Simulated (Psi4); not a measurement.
**CH2AlN (SMILES N#[C][AlH2]): CAM-B3LYP/cc-pVQZ-DK (sfX2C, density fitting, sweep point 3)**

What is the vertical singlet–triplet gap of CH2AlN at CAM-B3LYP/cc-pVQZ-DK (sfX2C, density fitting, sweep point 3)? 

Program for the calculation: Psi4 1.11.

**1. The structure to begin with**

The species is CH2AlN (5 atoms), meant as a singlet with charge 0. As SMILES, `N#[C][AlH2]`. Geometry: relaxed at PBE0-D4/def2-TZVP.

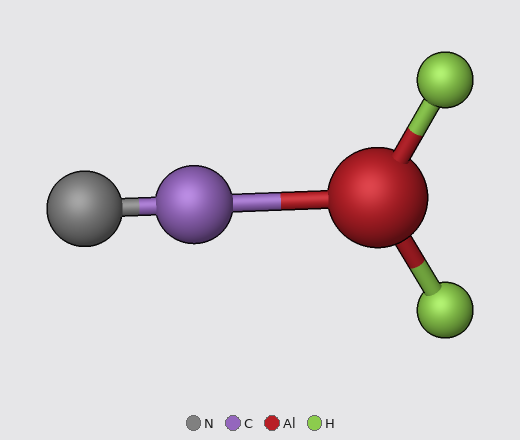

Viewed from a chosen angle; nitrogen grey, carbon purple, aluminium red, hydrogen green.

**2. The energy at CAM-B3LYP/cc-pVQZ-DK (sfX2C, density fitting, sweep point 3)**

Contents of job.in:

```
memory 1.6 GB

molecule mol {
  N      1.382300    -1.346000     1.394200
  C      0.714200    -0.698000     0.711800
  Al    -0.407200     0.390000    -0.434600
  H     -1.629700    -0.322900    -1.120200
  H     -0.009700     1.903200    -0.592600
  symmetry c1
}

set {
  basis                cc-pVQZ-DK
  puream               true
  scf_type             df
  dft_radial_points    99
  dft_spherical_points 590
  relativistic         x2c
}

e_tot, wfn = energy("cam-b3lyp", return_wfn=True)
```

Launch:

```console
$ psi4 -i job.in -o job.out -n 1
```

job.out:

```text
[...]
  Running in c1 symmetry.
[...]
  Nuclear repulsion =   69.014155576228063
[...]
  Multiplicity = 1
[...]
  Nalpha       = 14
  Nbeta        = 14
[...]
    Number of basis functions: 229
[...]
    WARNING: The X2C and Dirac Hamiltonians have substatially different eigenvalues!
             This is probably caused by the recontraction of the basis set.
[...]
   @DF-RKS iter   1:  -336.85161067021295   -9.15502e-01   2.22738e-03 ADIIS/DIIS
[...]
   @DF-RKS iter   7:  -336.96543973305211   -3.50073e-07   3.39542e-07 DIIS
[...]
    Orbital Energies [Eh]
    ---------------------
    Doubly Occupied:
       1A    -56.261829     2A    -14.404533     3A    -10.264935
       4A     -4.270751     5A     -2.811273     6A     -2.803539
       7A     -2.801471     8A     -0.988314     9A     -0.592203
      10A     -0.473220    11A     -0.426612    12A     -0.423091
      13A     -0.420080    14A     -0.391867
[...]
  @DF-RKS Final Energy:  -336.96543973305211
   => Energetics <=
    Nuclear Repulsion Energy =             69.0141555762280632
    One-Electron Energy =                -600.9992025920357719
    Two-Electron Energy =                 218.6727814876272760
    DFT Exchange-Correlation Energy =     -23.6531742048716751
    Empirical Dispersion Energy =           0.0000000000000000
    VV10 Nonlocal Energy =                  0.0000000000000000
    Total Energy =                       -336.9654397330521078
[...]
 Multipole Moments:
 ------------------------------------------------------------------------------------
     Multipole            Electronic (a.u.)      Nuclear  (a.u.)        Total (a.u.)
 ------------------------------------------------------------------------------------
 L = 1.  Multiply by 2.5417464519 to convert [e a0] to [Debye]
 Dipole X            :          0.6290674           -1.4258200           -0.7967526
 Dipole Y            :         -0.6101668            1.3831863            0.7730195
 Dipole Z            :          0.6435888           -1.4576532           -0.8140644
 Magnitude           :                                                    1.3766171
[...]
```

It took 24 s on 1 thread of AMD EPYC 7B13 (Zen 3), shared host; peak memory 1.4 GiB.

**3. The triplet, same level**

Contents of ch2aln.dat:

```
memory 1600 mb

molecule system {
  0 3
  N      1.382300    -1.346000     1.394200
  C      0.714200    -0.698000     0.711800
  Al    -0.407200     0.390000    -0.434600
  H     -1.629700    -0.322900    -1.120200
  H     -0.009700     1.903200    -0.592600
  symmetry c1
}

set reference uks
set puream true
set scf_type df
set dft_radial_points 99
set dft_spherical_points 590
set maxiter 100
set relativistic x2c

energy_value = energy("cam-b3lyp/cc-pVQZ-DK")
```

Launch:

```console
$ psi4 -n 1 ch2aln.dat ch2aln.out
```

ch2aln.out:

```text
[...]
  Running in c1 symmetry.
[...]
  Nuclear repulsion =   69.014155576228063
[...]
  Multiplicity = 3
[...]
  Nalpha       = 15
  Nbeta        = 13
[...]
    Number of basis functions: 229
[...]
    WARNING: The X2C and Dirac Hamiltonians have substatially different eigenvalues!
             This is probably caused by the recontraction of the basis set.
[...]
   @DF-UKS iter   1:  -336.41015265020434   -4.74044e-01   3.30200e-03 ADIIS/DIIS
[...]
   @DF-UKS iter  13:  -336.77519300851634   -7.37113e-08   2.74518e-07 DIIS
[...]
   @S^2 Observed:                2.023551591E+00
[...]
    Orbital Energies [Eh]
    ---------------------
    Alpha Occupied:
       1A    -56.260682     2A    -14.401802     3A    -10.267890
       4A     -4.271011     5A     -2.808581     6A     -2.807810
       7A     -2.803473     8A     -0.992357     9A     -0.614318
      10A     -0.520669    11A     -0.502166    12A     -0.430497
      13A     -0.423465    14A     -0.421010    15A     -0.211220
    Alpha Virtual:
      16A      0.002245    17A      0.024895    18A      0.028995
      19A      0.055877    20A      0.056968    21A      0.065456
      22A      0.100682    23A      0.109024    24A      0.111429
      25A      0.174910    26A      0.200220    27A      0.208517
[...]
  @DF-UKS Final Energy:  -336.77519300851634
   => Energetics <=
    Nuclear Repulsion Energy =             69.0141555762280632
    One-Electron Energy =                -600.7401060054739901
    Two-Electron Energy =                 218.5443529065568669
    DFT Exchange-Correlation Energy =     -23.5935954858272936
    Empirical Dispersion Energy =           0.0000000000000000
    VV10 Nonlocal Energy =                  0.0000000000000000
    Total Energy =                       -336.7751930085163394
  UHF NO Occupations:
  HONO-2 :   13  A 1.9933433
  HONO-1 :   14  A 1.0000000
[...]
 Multipole Moments:
 ------------------------------------------------------------------------------------
     Multipole            Electronic (a.u.)      Nuclear  (a.u.)        Total (a.u.)
 ------------------------------------------------------------------------------------
 L = 1.  Multiply by 2.5417464519 to convert [e a0] to [Debye]
 Dipole X            :          0.3561858           -1.4258200           -1.0696342
 Dipole Y            :         -0.3457667            1.3831863            1.0374196
 Dipole Z            :          0.3643752           -1.4576532           -1.0932780
 Magnitude           :                                                    1.8481379
[...]
```

It took 59 s on 1 thread of AMD EPYC 7B13 (Zen 3), shared host; peak memory 1.4 GiB.

**4. Summary of results**

Level: CAM-B3LYP/cc-pVQZ-DK (sfX2C, density fitting, sweep point 3).

| quantity | value |
| --- | --- |
| singlet: total energy | -336.96544 Eh |
| singlet: dipole moment | 3.50 D |
| singlet: HOMO energy | -10.66 eV |
| singlet: LUMO energy | -1.64 eV |
| singlet: HOMO–LUMO gap | 9.02 eV |
| triplet: total energy | -336.77519 Eh |
| triplet: dipole moment | 4.70 D |
| triplet: HOMO energy (highest over α and β) | -5.75 eV |
| triplet: ⟨S²⟩ | 2.024 |
| vertical energy of the triplet above the singlet | 5.177 eV |

**Reading.** At this shape the triplet lies 5.18 eV (499 kJ/mol) above the singlet.
